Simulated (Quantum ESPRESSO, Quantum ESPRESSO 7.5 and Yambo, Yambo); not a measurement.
# KBr (Fm-3m): G0W0 with and without spin-orbit coupling

Wanted: the effect of spin-orbit coupling on the quasiparticle gap of KBr (Fm-3m).

Calculated with Quantum ESPRESSO 7.5 and Yambo 5.3.0; PBE and many-body steps on it, plane waves.

## Step 1: Set-up

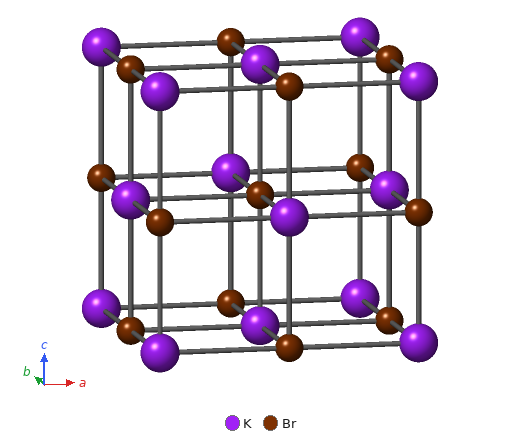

Start, viewed slightly off an axis; potassium purple, bromine brown. This picture shows the conventional cell, with its axes. Some periodic images of atoms are drawn too.

The cell and positions come from the Crystallography Open Database and are kept as given unless a step says otherwise.

## Step 2: Empty states on the mesh, 4×4×4 mesh, 135 bands

This step: Quantum ESPRESSO 7.5; DFT, PBE, plane waves, norm-conserving pseudopotentials.

The sums over transitions need many empty states on a uniform mesh; this step solves for them.

Input file pw.in:

```
&control
  calculation = 'nscf'
  prefix = 'x'
  outdir = 'o'
  pseudo_dir = 'pseudo'
/
&system
  ibrav = 0
  nat = 2
  ntyp = 2
  ecutwfc = 76.0
  nbnd = 135
  force_symmorphic = .true.
/
&electrons
  conv_thr = 1e-9
  electron_maxstep = 80
  diago_full_acc = .true.
  diago_thr_init = 5e-6
/
ATOMIC_SPECIES
  K 39.098 K.upf
  Br 79.904 Br.upf
CELL_PARAMETERS angstrom
  0.0000000000 3.3000000000 3.3000000000
  3.3000000000 0.0000000000 3.3000000000
  3.3000000000 3.3000000000 0.0000000000
ATOMIC_POSITIONS crystal
  K 0.0000000000 0.0000000000 0.0000000000
  Br 0.5000000000 0.5000000000 0.5000000000
K_POINTS automatic
  4 4 4 0 0 0
```

On the command line:

```bash
$ OMP_NUM_THREADS=1 mpirun -n 4 pw.x -nk 4 -in pw.in > pw.out
```

The log of the run:

```text
Program PWSCF v.7.5 starts

     This program is part of the open-source Quantum ESPRESSO suite
     for quantum simulation of materials; please cite
         "P. Giannozzi et al., J. Phys.:Condens. Matter 21 395502 (2009);
         "P. Giannozzi et al., J. Phys.:Condens. Matter 29 465901 (2017);
         "P. Giannozzi et al., J. Chem. Phys. 152 154105 (2020);
     in publications or presentations arising from this work. More details at

     Atomic positions and unit cell read from directory:
     o/x.save/

     Message from routine setup:
[...]
49.7594  49.8528  49.8542  50.7015  50.9991  50.9991  53.6334  54.8009
     [... 5 further rows ...]
    74.5441  74.5441  74.5728  75.2223  75.3686  76.9947  77.7740  77.8016
    77.8016  79.3904  79.3904  79.9092  79.9092  81.1702  81.1702

          k = 0.3536 0.0000 0.0000 (  5425 PWs)   bands (ev):

     [... further k-points ...]

     highest occupied, lowest unoccupied level (ev):     2.0853    6.5214

     XML data file, pseudopotentials, collected wavefunctions

=------------------------------------------------------------------------------=
   JOB DONE.
=------------------------------------------------------------------------------=
```

The job ended after 15 s (4 MPI ranks of Arm Neoverse V1, shared host; peak memory 0.46 GiB; 61 s of CPU time).

Numbers from this step:

```yaml
gap: 4.436 eV
k_of_the_valence_top: 0, 0, 0
k_of_the_conduction_bottom: 0, 0, 0
least_direct_gap: 4.436 eV
k_points_computed: 8
lowest_point_of_the_top_converged_band_above_the_valence_top: 76.3529 eV
```

On this mesh the gap is 4.436 eV.

The density comes from a self-consistent run that is not shown.

## Step 3: Conversion and set-up

This step: Yambo 5.3.0; conversion and set-up on PBE, plane waves, norm-conserving pseudopotentials.

The states are converted to the many-body program's format and the q mesh is built.

On the command line:

```bash
$ (cd o/x.save; p2y > p2y.log; mv SAVE ../..); yambo > setup.log
```

The log of the run:

```text
 Yambo, version 5.3.0

 [02] CORE Variables Setup
 =========================

  [02.01] Unit cells
  ==================

  Cell kind             :  FCC
  Atoms in the cell     :  K  Br
  number of K  atoms    :  1
  number of Br atoms    :  1

  List of atomic masses
  Mass of K     :  39.09800
  Mass of Br    :  79.90400

  List of atomic coordinates    : [cc]
  K1       :  0.000000  0.000000  0.000000  order 1
  Br1       :  6.236096  6.236096  6.236096  order 2

  Alat factors          :  6.236096  6.236096  6.236096 [a.u.]
  Direct lattice volume :  485.0298 [a.u.]
[...]
==========================================

 IBZ Q-points                                      :   8
 BZ  Q-points                                      :   64

 K/Q-points units:
 rlu = crystal or reduced units; cc = cartesian coordinates; iku = interal k-units

 Q [1]          [rlu]:  0.000000  0.000000  0.000000
 Q [2]          [rlu]: -0.15345E-16  0.40166E-16  0.25000
 Q [3]          [rlu]:  0.30690E-16 -0.80332E-16 -0.50000
[...]
Q [7]          [rlu]:  0.92343E-17 -0.50000     -0.50000
 Q [8]          [rlu]:  0.250000 -0.500000 -0.250000

  [03.01] X indexes
  =================

   [03.01.01] Sigma indexes
   ========================

 [06] Game Over & Game summary
```

The job ended after 3.1 s (1 MPI rank; peak memory 0.25 GiB).

## Step 4: Scalar-relativistic

Now the one-shot GW correction: screening in the RPA, then the self-energy of the levels asked for.

This step: G0W0 on PBE, plane waves, norm-conserving pseudopotentials.

Input file gw1.in:

```
HF_and_locXC
gw0
dyson
ppa
em1d
rim_cut
RandQpts= 1000000
RandGvec= 1 RL
EXXRLvcs= 76 Ry
VXCRLvcs= 304 Ry
Chimod= "HARTREE"
% BndsRnXp
 1 | 135 |
%
NGsBlkXp= 11.5 Ry
% LongDrXp
 1 | 1 | 1 |
%
% GbndRnge
 1 | 135 |
%
DysSolver= "n"
ExtendOut
PPAPntXp= 27.21138 eV
% QPkrange
 1 | 1 | 12 | 15 |
%
```

On the command line:

```bash
$ OMP_NUM_THREADS=1 mpirun -n 4 yambo -F gw1.in -J gw1 -C gw1 > gw1.log
```

The log of the run:

```text
 Yambo, version 5.3.0

 [02] CORE Variables Setup
 =========================

  [... cell, symmetries and grids as in the set-up ...]

  [02.05] Energies & Occupations
  ==============================

  [X] === General ===
  [X] Electronic Temperature                        :  0.000000  0.000000 [eV K]
  [X] Bosonic    Temperature                        :  0.000000  0.000000 [eV K]
  [X] Finite Temperature mode                       : no
  [X] El. density                                   :  0.36174E+24 [cm-3]
  [X] Fermi Level                                   :  2.085286 [eV]

  [X] === Gaps and Widths ===
  [X] Conduction Band Min                           :  4.436154 [eV]
  [X] Valence Band Max                              :  0.000000 [eV]
  [X] Filled Bands                                  :  13
  [X] Empty Bands                                   :   14  135
  [X] Direct Gap                                    :  4.436154 [eV]
  [X] Direct Gap localized at k                     :  1
  [X] Indirect Gap                                  :  4.436154 [eV]
  [X] Indirect Gap between kpts                     :  1  1
  [X] Last valence band width                       :  0.536069 [eV]
  [X] 1st conduction band width                     :  2.953841 [eV]

 [03] Transferred momenta grid and indexing
 ==========================================

 IBZ Q-points                                      :   8
 BZ  Q-points                                      :   64

 K/Q-points units:
 rlu = crystal or reduced units; cc = cartesian coordinates; iku = interal k-units

 Q [1]          [rlu]:  0.000000  0.000000  0.000000
 Q [2]          [rlu]: -0.15345E-16  0.40166E-16  0.25000
 Q [3]          [rlu]:  0.30690E-16 -0.80332E-16 -0.50000
 Q [4]          [rlu]: -0.46171E-17  0.25000      0.25000
 Q [5]          [rlu]: -0.20915E-17  0.25000      0.50000
 Q [6]          [rlu]: -0.24821E-16  0.25000     -0.25000
 Q [7]          [rlu]:  0.92343E-17 -0.50000     -0.50000
 Q [8]          [rlu]:  0.250000 -0.500000 -0.250000

 [04] Coloumb potential Random Integration (RIM)
 ===============================================

  [04.01] RIM initialization
  ==========================

  * Diagonal components only detected *

  8 x (sBL volume)        :  0.063927 [a.u.]
  sBZ random points       :  1000000
  Points outside the sBZ  :   7968281
  RL volume               :  0.511412 [a.u.]
  Integrated volume       :  0.513448 [a.u.]

  [04.02] RIM integrals
  =====================

  Gamma point sphere radius             :  0.072529 [a.u.]
  Points outside the sphere             :   800476
  [Int_sBZ(q=0) 1/q^2]*(Vol_sBZ)^(-1/3) =:  7.776341
                                 should be <:  7.795600

  Summary of Coulomb integrals for non-metallic bands |Q|[au] RIM/Bare

  Q [1] 0.100000E-4 0.997530 * Q [2] 0.218141 1.068480
  Q [4] 0.251888 1.066792 * Q [6] 0.356223 1.029814
  Q [5] 0.417709 1.022655 * Q [3] 0.436282 1.020683
  Q [7] 0.503776 1.017590 * Q [8] 0.563238 1.014367

 [05] Dipoles
 ============

  [05.01] Setup: observables and procedures
  =========================================

 [06] Dynamic Dielectric Matrix (PPA)
 ====================================

 [WR./gw1//ndb.pp]---------------------------------------------------------------
  Brillouin Zone Q/K grids (IBZ/BZ)                :    8   64    8   64
  RL vectors                                       :   6567 [WF]
  Coulomb cutoff potential                         : none
  Electronic Temperature                           :  0.000000 [K]
  Bosonic    Temperature                           :  0.000000 [K]
  PPA    diel. fun.  energies                      : Perdew, Burke & Ernzerhof(X)+Perdew, Burke & Ernzerhof(C)
  wavefunctions                                    : Perdew, Burke & Ernzerhof(X)+Perdew, Burke & Ernzerhof(C)
  Global Gauge                                     : length
  X matrix size                                    :   339
  X band range                                     :    1  135
  X e/h energy range                               : -1.000000 -1.000000 [eV]
  X Time ordering                                  : R
  X Hxc Kernel                                     : HARTREE
  X Drude frequency                                :  0.000000  0.000000
  X poles                                          :  100.0000 [o/o]
  RL vectors in the sum                            :   6567
  [r,Vnl] included                                 : yes
  Field direction                                  :  0.577350E-5  0.577350E-5  0.577350E-5
  BZ energy Double Grid                            : no
  BZ energy DbGd points                            : 0
  BZ Q point size factor                           : -1.000000
  X Optical Averaged directions                    : none

 [07] Local Exchange-Correlation + Non-Local Fock
 ================================================

 [VXC] Plane waves :   43599
 [EXS] Plane waves :   5577

 QP @ state[ 1 ] K range:  1  1
 QP @ state[ 1 ] b range:  12  15

 [xc] Functional : Perdew, Burke & Ernzerhof(X)+Perdew, Burke & Ernzerhof(C)
 [xc] LIBXC used to calculate xc functional
  PP Number of Atomic Species                      :  2
  NLCC RL compoments                               :   43599
  PP Number of Atomic Species                      :  2
  NLCC RL compoments                               :   43599

 [xc] E_xc :  -16.87313 [Ha]
      E_xc :  -33.74626 [Ry]

  Local XC kind (lXC) : Perdew, Burke & Ernzerhof(X)+Perdew, Burke & Ernzerhof(C)
  Non-Local XC kind (nlXC) : Hartree-Fock

  Corrections @ K [1] :  [eV]
 <12|nlXC|12> = -19.54495 -0.12544E-16 <12|lXC|12> = -14.35201 -0.23602E-16
 <13|nlXC|13> = -19.54506 -0.11455E-16 <13|lXC|13> = -14.35201  0.000000
 <14|nlXC|14> = -3.946254  0.22269E-18 <14|lXC|14> = -7.314516 -0.23602E-16
 <15|nlXC|15> = -3.767271 -0.85379E-18 <15|lXC|15> = -8.482834 -0.94408E-16

 [08] Dyson equation: Newton solver
 ==================================

  [08.01] G0W0 (W PPA)
  ====================

  [  GW  ] Bands range     :    1  135
  [GW/PPA] G damping       :  0.100000 [eV]

  QP @ state[ 1 ] K range:  1  1
  QP @ state[ 1 ] b range:  12  15

   Sc/G bands                                       :    1  135
   Sc/G damping                                     :  0.100000 ev
   Sc bands terminator                              : no
   Sx RL components                                 :   5577

   QP @ state[ 1 ] K range                          :  1  1
   QP @ state[ 1 ] b range                          :  12  15
   GF energies kind                                 : Perdew, Burke & Ernzerhof(X)+Perdew, Burke & Ernzerhof(C)
   GF WF`s kind                                     : Perdew, Burke & Ernzerhof(X)+Perdew, Burke & Ernzerhof(C)
   Xs energies kind                                 : Perdew, Burke & Ernzerhof(X)+Perdew, Burke & Ernzerhof(C)
   Xs WF`s kind                                     : Perdew, Burke & Ernzerhof(X)+Perdew, Burke & Ernzerhof(C)

 [11] Game Over & Game summary
```

It took 2.4 min on 4 MPI ranks; peak memory 1.8 GiB.

Numbers from this step:

* G0W0 gap on the points computed: 7.673 eV
* starting gap on the mesh: 4.436 eV
* k of the valence top: 0, 0, 0
* k of the conduction bottom: 0, 0, 0
* least direct G0W0 gap on the computed points: 7.673 eV
* Z at the valence top: 0.8288
* Z at the conduction bottom: 0.8739

The gap on the mesh goes from 4.44 eV to 7.67 eV, a correction of +3.24 eV.

## Step 5: Empty states on the mesh, 4×4×4 mesh, 270 bands

This step: Quantum ESPRESSO 7.5; DFT, PBE with spin-orbit coupling, plane waves, norm-conserving pseudopotentials.

Changes to pw.in since step 2:

```diff
@@ -11,4 +11,6 @@
   ecutwfc = 76.0
-  nbnd = 135
+  nbnd = 270
   force_symmorphic = .true.
+  noncolin = .true.
+  lspinorb = .true.
 /
```

On the command line:

```bash
$ OMP_NUM_THREADS=1 mpirun -n 4 pw.x -nk 4 -in pw.in > pw.out
```

The log of the run:

```text
[banner, memory and clock lines left out]
Program PWSCF v.7.5 starts

     Atomic positions and unit cell read from directory:
     o/x.save/

     Message from routine setup:
     using ibrav=0 with symmetry is DISCOURAGED, use correct ibrav instead

     G-vector sticks info

     bravais-lattice index     =            0
     lattice parameter (alat)  =       8.8192  a.u.
     unit-cell volume          =     485.0298 (a.u.)^3
     number of atoms/cell      =            2
     number of atomic types    =            2
     number of electrons       =        26.00
[...]
[... 22 further rows ...]
[...]
79.4205  79.4205  79.5288  79.5288  79.5434  79.5434

          k =-0.3536-0.3536 0.3536 (  5444 PWs)   bands (ev):

[...]
27.0002  27.0002  27.6481  27.6481  27.6973  27.6973  29.1596  29.1596
     [... 22 further rows ...]
    77.8184  77.8184  79.3833  79.3833  79.3985  79.3985  79.9022  79.9022
    79.9154  79.9154  81.1446  81.1447  81.1932  81.1932

          k = 0.3536 0.0000 0.0000 (  5425 PWs)   bands (ev):

     [... further k-points ...]

     highest occupied, lowest unoccupied level (ev):     2.2484    6.5234

     XML data file, pseudopotentials, collected wavefunctions
```

Run time: 87 s. Hardware: 4 MPI ranks; peak memory 1.2 GiB; 5.8 min of CPU time.

Numbers from this step:

```yaml
gap: 4.275 eV
k_of_the_valence_top: 0, 0, 0
k_of_the_conduction_bottom: 0, 0, 0
least_direct_gap: 4.275 eV
k_points_computed: 8
lowest_point_of_the_top_converged_band_above_the_valence_top: 76.1895 eV
```

On this mesh the gap is 4.275 eV.

The density comes from a self-consistent run that is not shown, made with spin-orbit coupling and fully relativistic files.

(Continued in part 2 of 2.)

[Paths, hosts, dates, memory and timing lines, banners, echoed tables and standing remarks are left out of the program output.]

[Logs are printed without paths, hosts, clocks, repeated set-up lines and the standing remarks that a program may print on its own settings, such as how far it seeks lower states.]

[Runs of the session that timed out or met a known fault of the program may be left out.]

[Hosts, paths, dates, database ids (printed as entryN), source tags and the programs' standing remarks are cut or masked in the printed files.]
